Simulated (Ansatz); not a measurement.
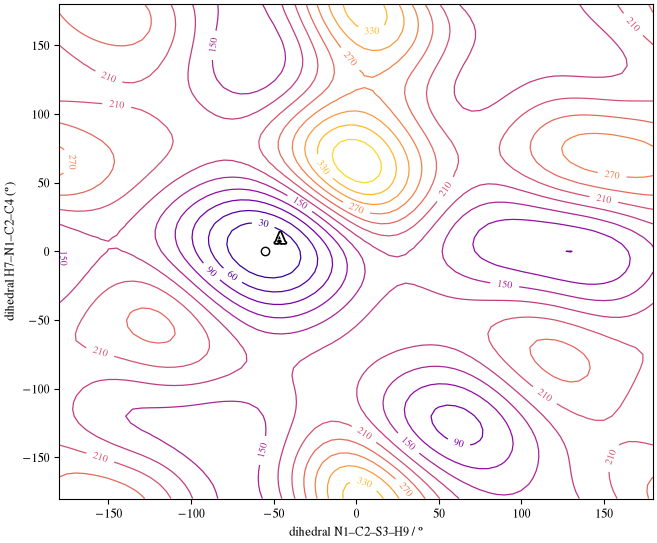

C₂H₄FNOS, SMILES NC(S)=C(O)F. First axis: dihedral N1–C2–S3–H9. Second axis: dihedral H7–N1–C2–C4. Nothing is relaxed (all other coordinates rigid). The scan uses an 18 × 18 grid. Points are written as (first, second). Energies are in meV, from the relaxed molecule at the same level. Method: RHF/def2-SVP in Ansatz 0.2.0.

Drawn: contour lines labelled in meV, the point A. Between grid points the surface is interpolated.

Find the lowest pass out of the well at A.

The easiest path leads from the well at about (−55°, 0°) to the well at about (−80°, −135°), about 127 meV higher. Its highest point lies about 175 meV above the bottom of the first well on the interpolated surface, at about (−55°, −85°). Seen from the upper well the barrier is about 48 meV. The start is the relaxed structure and all else is held, so a fully relaxed path at this level can only be lower.

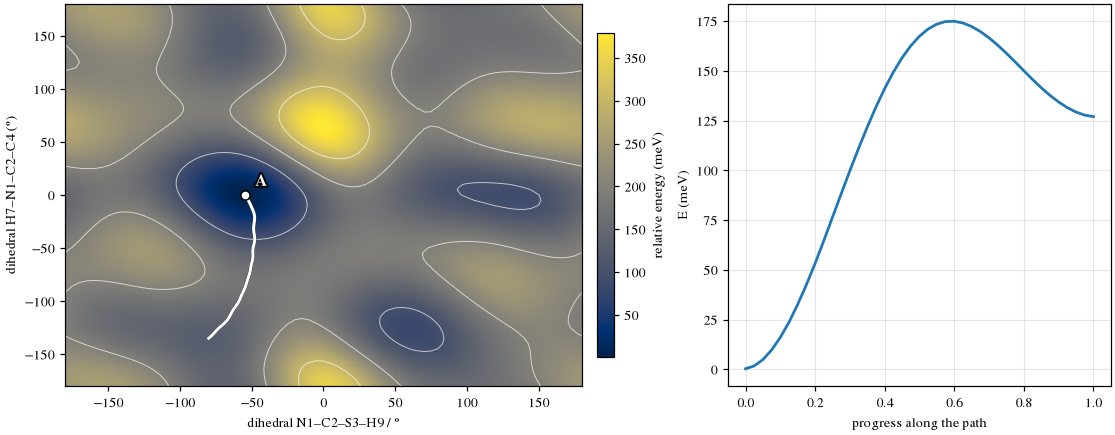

Drawn: a smooth colour map with a few white contour lines, a line along the lowest path, the energy along the path at the right. Between grid points the surface is interpolated.
